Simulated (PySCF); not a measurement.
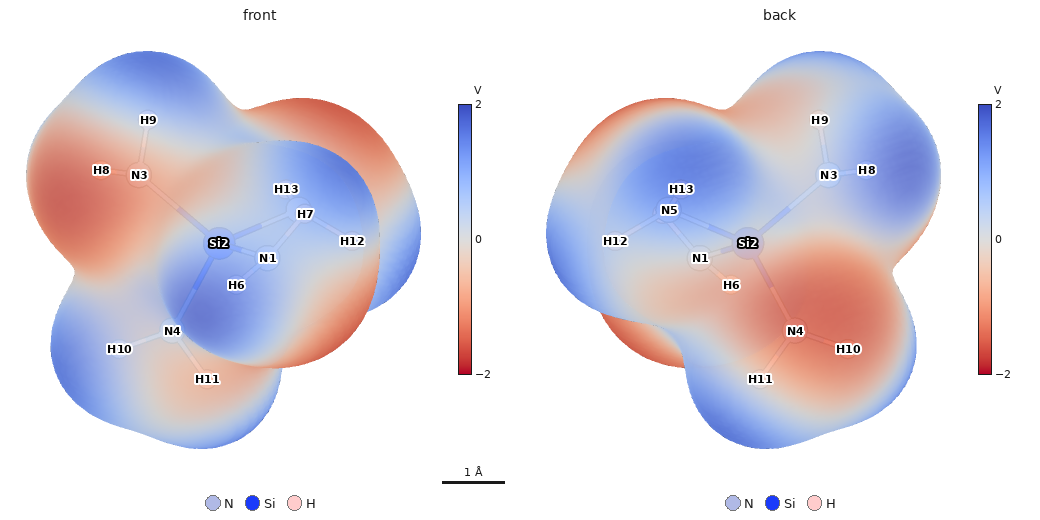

Figure. H₈N₄Si (SMILES N[Si](N)(N)N). The molecular electrostatic potential painted on the density surface at 0.002 e/bohr³, seen from the front and from behind; red is negative and blue positive.

Geometry: PBE0-D3(BJ)/def2-SVP.

The calculation used PBE0/pcSseg-2, SCF density, gas phase, non-relativistic in PySCF.

```
atom    x (Å)    y (Å)    z (Å)
   N  -1.3854   0.2082  -0.9907
  Si   0.0130  -0.0033   0.0081
   N   0.3290   1.3516   1.0383
   N   1.4844  -0.1270  -0.8963
   N  -0.3769  -1.4466   0.8816
   H  -1.3821   0.9301  -1.7018
   H  -2.3032   0.1262  -0.5674
   H   1.2124   1.3905   1.5345
   H  -0.4202   1.7199   1.6130
   H   1.8729   0.7145  -1.3080
   H   1.6197  -0.9211  -1.5113
   H  -0.7276  -2.2467   0.3665
   H   0.2295  -1.7454   1.6367
```

> Describe the electrostatic potential map.

The most negative region (about −1.5 V, or −35 kcal/mol for a unit charge) lies over N1, N3, N4 and N5, the most positive (about +1.5 V, or +35 kcal/mol for a unit charge) over the H atoms.

> What dipole moment does the calculation give?

Its dipole moment is zero.
